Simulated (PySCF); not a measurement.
# H8Si3, SMILES `[SiH3][SiH2][SiH3]`: electronic structure

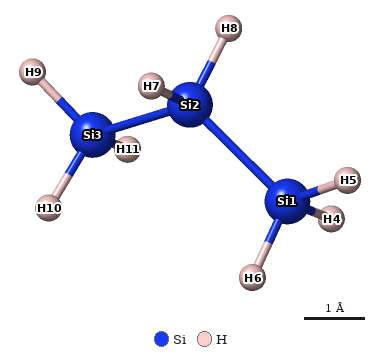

The molecule, with its atoms numbered as below. No frequency check shows the geometry to be a minimum.

Geometry (Å), atoms numbered from 1:

```
Si1     -1.9641   -0.3912    0.0010
Si2     -0.0000    0.8332    0.0000
Si3      1.9641   -0.3911   -0.0010
H4      -2.0535   -1.2650    1.1744
H5      -3.1833    0.4207   -0.0097
H6      -2.0547   -1.2650   -1.1723
H7      -0.0005    1.7529   -1.1517
H8       0.0005    1.7528    1.1517
H9       3.1833    0.4207    0.0098
H10      2.0535   -1.2650   -1.1744
H11      2.0547   -1.2650    1.1723
```

### 1. Electrostatic potential

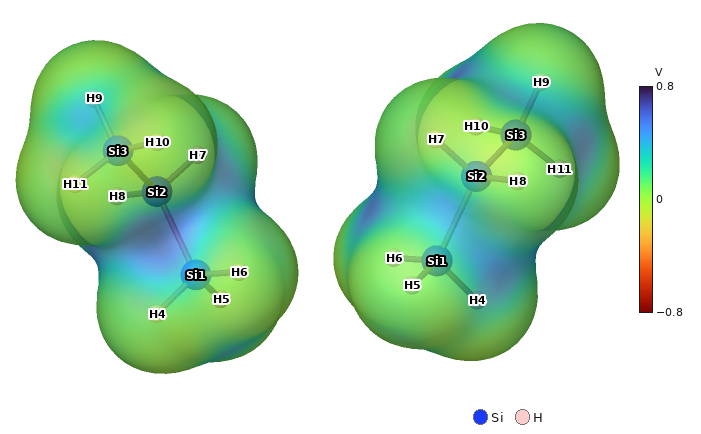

Electrostatic potential on the surface of electron density 0.001 a.u. (back view left, front view right).

Level of theory: BP86/cc-pVDZ (PySCF), at a geometry from GFN2-xTB.

> Where are the extremes of the potential on the surface?

Highest: 0.72 V, near Si3 (2.39 Å), H11 (2.39 Å), H10 (2.42 Å), Si1 (2.42 Å), H4 (2.42 Å) and H6 (2.45 Å). Further maxima include 0.57 V, near H10 (2.12 Å), Si3 (2.17 Å) and H9 (2.22 Å), and at like points elsewhere. Lowest: −0.02 V, 1.5 Å from H11, and at like points elsewhere. Further minima include −0.01 V, 1.5 Å from H7. The surface is sampled at points, so like sites can differ by a few per cent and only the strongest of them is named.

### 2. Excited states

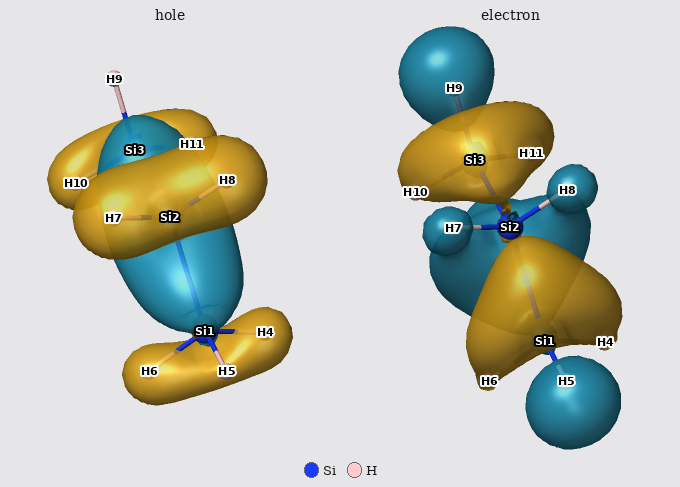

Leading natural transition orbital pair of T₃ (TDA triplet states); the surfaces enclose about 78 % of each orbital's density.

Computed with PySCF, PBE0/def2-SVPD, geometry: GFN2-xTB.

> What kind of excitation is it, and where does it lie?

6.50 eV (191 nm), spin-forbidden from the singlet ground state, σ → σ*; the leading pair carries 94 %; hole on Si2 (36 %), Si1 and Si3 (16 % each) and H7 and H8 (9 % each), electron on Si2 (27 %), Si1 and Si3 (23 % each) and H5 and H9 (8 % each); their centroids lie 0.2 Å apart; T₄ lies within 0.1 eV of it. In canonical orbitals it is mainly HOMO−1 → LUMO (90 %). The HOMO–LUMO gap is 7.95 eV.

### 3. In an electric field

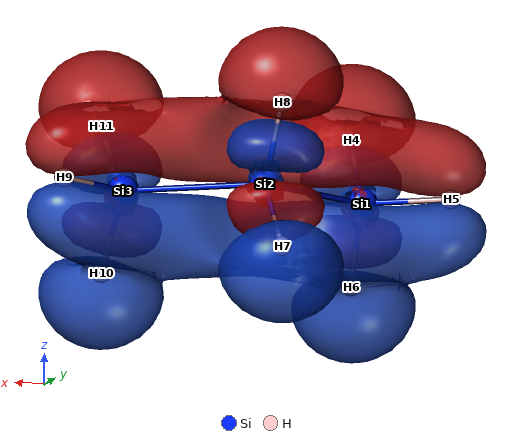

Change of the electron density in a uniform field of 0.21 V/Å, surfaces at ±0.001 e/Å³ (blue: gain, red: loss).

Method: BLYP/def2-SVPD; geometry: GFN2-xTB; program: PySCF.

The field was applied in both directions; the picture shows the one opposite to the script's first.

> Along which Cartesian direction does the field point?

Along +z: electrons gather on the −z side, against the field.

> What dipole is induced, and what polarisability does it imply?

The induced dipole is 0.79 D (along the field); α along this axis, from the fields in both directions, is 78 bohr³ (11.6 Å³).

### 4. Removing or adding an electron

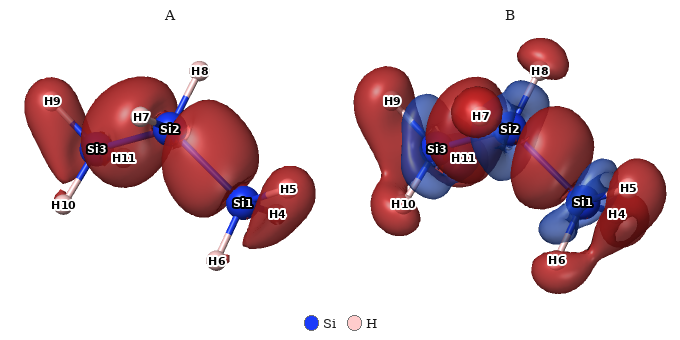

The Fukui function f⁻ from two separate SCF calculations and the density of the HOMO, at ±0.015 e/Å³ (red positive, blue negative).

Level of theory: PBE0/def2-SVPD (PySCF), at a geometry from GFN2-xTB.

> Which panel is which, and how good is the frozen-orbital picture?

B is f⁻ (it has negative regions), A the HOMO density. The HOMO lies on Si2 (34 %), Si1 and Si3 (23 % each) and H5 and H9 (5 % each); f⁻ (Hirshfeld-condensed) is largest on Si2 (0.19) and Si1 and Si3 (0.17 each); the vertical ionisation energy is 10.24 eV (the stability of the cation's solution wasn't checked). Relaxation shifts 27 % of the electron between atoms. The orbital energy is −8.38 eV.

### 5. Stretching a bond

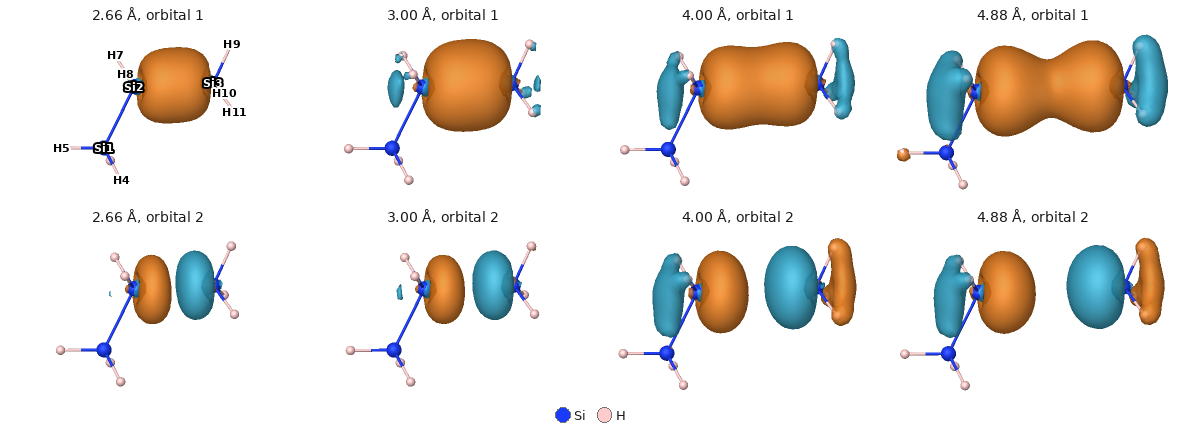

Rigid stretch of the Si2–Si3 bond. The two CASSCF(2,2) natural orbitals nearest half filling (orbital 1 the more occupied).

Method: def2-SVP basis; geometry: GFN2-xTB; program: PySCF.

> How do the occupations change along the stretch?

2.66 Å: 1.97 and 0.03; 3.00 Å: 1.93 and 0.07; 4.00 Å: 1.61 and 0.39; 4.88 Å: 1.25 and 0.75. At the longest distance computed (6.22 Å) they are 1.04 and 0.96, and the effective number of unpaired electrons is 2.0.

> Where does the UHF solution part from RHF?

Between 3.00 Å (⟨S²⟩ = 0, the two coincide) and 3.44 Å (⟨S²⟩ = 0.55); at 6.22 Å ⟨S²⟩ is 1.01 and UHF lies 3.7 eV below RHF.

> How much energy does the stretch cost?

By CASSCF, 2.8 eV from the lowest point of the scan (2.44 Å) to 6.22 Å; RHF gives 6.1 eV from its own lowest point. The fragments aren't relaxed and dynamic correlation is missing, so this isn't a bond dissociation energy.
